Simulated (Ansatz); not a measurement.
# Molecular dynamics, with input and output: C$_{2}$H$_{10}$N$_{2}$OSi

C$_{2}$H$_{10}$N$_{2}$OSi, set up with RKS CAM-B3LYP/STO-3G (Ansatz 0.2.0).

One setting was made poor on purpose. It belongs to a series of runs on one base structure; here: an input spoilt on purpose.

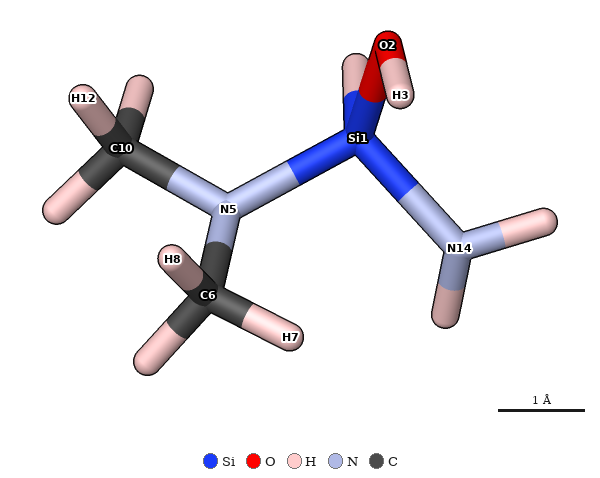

*The structure as given in the input (stick view, seen at a tilt; atoms are numbered from 1 in the order of the input).*

### What the run reported

- outcome: refused by the program
- hardware: 1 thread of Intel Xeon (Granite Rapids), 32 GiB of memory available, shared host

### What went wrong

The program refused the input: “YAML parse error: error: line 27 column 13: unknown variant `berendsen`, expected one of nve, nve_milne, nvt_langevin, nvt_nose_hoover, npt_langevin --> <input>:27:13 | 25 | timestep: 0.5 26 | n_steps: 25 27 | ensemble: berendsen | ^ unknown variant `berendsen`, expected one of nve, nve_milne, nvt_langevin, …” A deliberately poor setting: bad input.

### Input file
```yaml
crystal:
  periodic: [false, false, false]
  atoms:
    - { symbol: Si, position_ang: [-0.10105, 0.008468, 0.102638] }
    - { symbol: O, position_ang: [-0.304376, 0.086261, 1.780717] }
    - { symbol: H, position_ang: [-1.29585, -0.074535, 1.932742] }
    - { symbol: H, position_ang: [1.328616, 0.059463, -0.085275] }
    - { symbol: "N", position_ang: [-0.770029, 1.301318, -0.849645] }
    - { symbol: C, position_ang: [-2.242282, 1.438755, -0.947059] }
    - { symbol: H, position_ang: [-2.700035, 0.438776, -0.890501] }
    - { symbol: H, position_ang: [-2.676635, 2.066203, -0.14308] }
    - { symbol: H, position_ang: [-2.525592, 1.897688, -1.910142] }
    - { symbol: C, position_ang: [-0.075508, 2.607001, -0.916331] }
    - { symbol: H, position_ang: [-0.335802, 3.130949, -1.852286] }
    - { symbol: H, position_ang: [-0.331347, 3.285044, -0.077327] }
    - { symbol: H, position_ang: [1.014084, 2.449935, -0.904557] }
    - { symbol: "N", position_ang: [-0.971066, -1.402845, -0.448459] }
    - { symbol: H, position_ang: [-0.635326, -2.304576, -0.054837] }
    - { symbol: H, position_ang: [-0.992102, -1.515005, -1.481498] }
basis:
  gaussian: { orbitals: STO-3G }
hamiltonian:
  xc: cam_b3lyp
md:
  timestep: 0.5
  n_steps: 25
  ensemble: berendsen
  temperature: 3000.0
  initial_velocities: maxwell_boltzmann
  seed: 68670
  masses: [{ species: H, mass: 10.0 }]
```

Command:
```bash
ansatz run input.yaml --threads 1 --pin off --max-ram 2048MiB --backend cpu --events-out ev --progress --plain --runs-dir out
```

### Output
```
Error: YAML parse error: error: line 27 column 13: unknown variant `berendsen`, expected one of nve, nve_milne, nvt_langevin, nvt_nose_hoover, npt_langevin
  --> <input>:27:13
   |
25 |   timestep: 0.5
26 |   n_steps: 25
27 |   ensemble: berendsen
   |             ^ unknown variant `berendsen`, expected one of nve, nve_milne, nvt_langevin, nvt_nose_hoover, npt_langevin
28 |   temperature: 3000.0
29 |   initial_velocities: maxwell_boltzmann
   |
```
